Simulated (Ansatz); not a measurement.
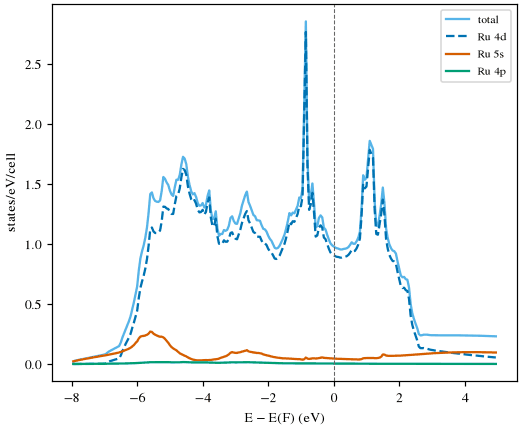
*Total and projected density of states of Ru (body-centred tetragonal, I4/mmm), DFT-r²SCAN in the program Ansatz with PAW potentials*

Question: Which orbitals carry the states next to the Fermi level?

Answer: Within 0.5 eV of the Fermi level: Ru 4d 93 %. Projections are on Löwdin-orthogonalised atomic valence shells; empty p or d shells of many metals are not among them.

Question: Where is the tallest occupied peak in this window, and what makes it?

Answer: Near -0.9 eV, about 2.9 states/eV per cell; the largest projected share is Ru 4d.

The start of the workflow was typed in or built on a structure type; neither database checked (COD, Materials Project) lists it. It is not the phase usual at ambient conditions (space group No. 194). The r²SCAN relaxation kept the symmetry of its start; its stability against distortions is not shown here. Magnetic state: ferromagnetic, chosen from 4 collinear starts compared on coarse meshes (ties went to the first, and starts can fall back to one state), not a proven ground state. Other orbital occupations within this spin state were not tried. Scalar-relativistic: spin–orbit coupling is off unless named, which matters more the heavier the elements.

Potentials: the earlier of the program's two PAW sets.
